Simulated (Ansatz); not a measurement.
A computed series for hypothetical CdI2 type CeO2: response to strain

Consider CeO2 in the CdI2 type structure (space group P-3m1, No. 164; a = 3.5682 Å, c = 4.3317 Å; a hypothetical phase, not in the database extracts checked).

Strains are applied to the cell and any free atomic positions relax.

Computed with Ansatz (an electronic-structure program), PBEsol-D3(BJ), PAW, cutoff 420 eV, spin-orbit coupling left out, earlier PAW set.

Notes on the quantities. pressure: mean of the normal stresses, compression positive.

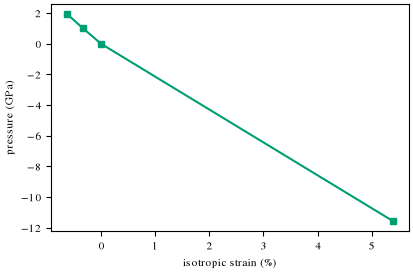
Pressure against isotropic strain

**Question.** From the plot, what is the pressure for isotropic strain +5.39 %?

**Answer.** About -12 GPa.

**Question.** Is the trend monotonic over the range shown?

**Answer.** Yes, it falls throughout, spanning -11.56 GPa to 1.95 GPa.

No phonon test of stability was made. Starting moments died away, wholly or in part, for the base; another magnetic solution may exist. The final runs are not spin-polarised.
